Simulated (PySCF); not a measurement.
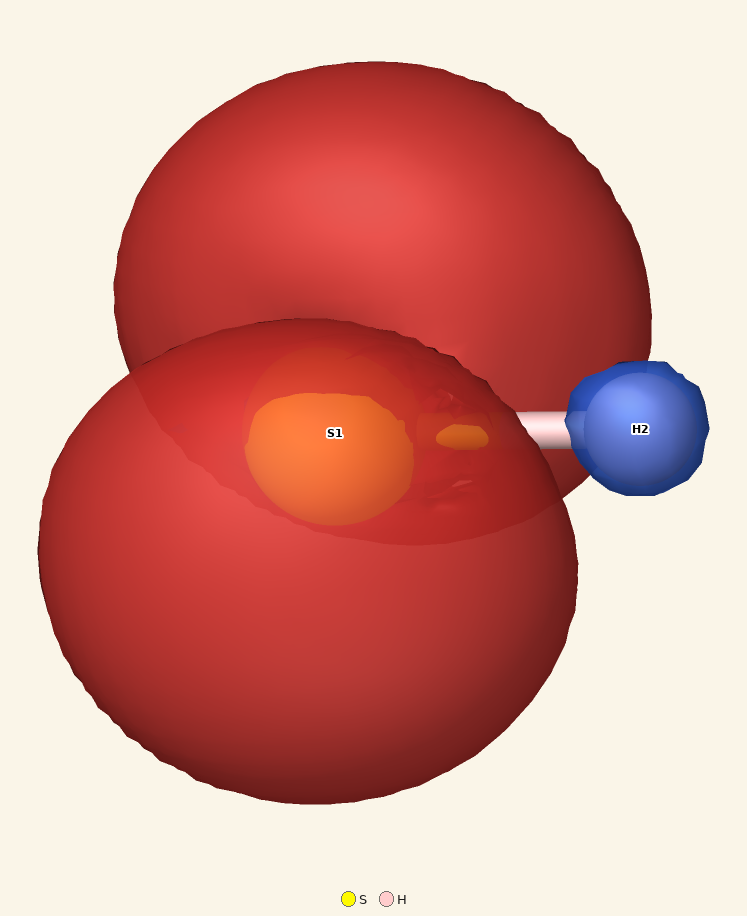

Figure 1: SH (doublet). Isosurfaces of the spin density (α minus β) at +0.02 (red) and −0.02 e/Å³ (blue), seen from one side.

Geometry: PBE0-D3(BJ)/ma-def2-SVP.

These are results of DFT single point, gas phase, functional M06-2X (PySCF), not measurements.

| atom | x (Å) | y (Å) | z (Å) |
| --- | --- | --- | --- |
| S | 0.6823 | -0.0126 | -0.0102 |
| H | -0.6712 | 0.0174 | -0.0464 |

> Which atoms carry the spin?

The unpaired spin (1 electron) lies mostly on S1 (about 1.0), in electrons by Hirshfeld's partition.
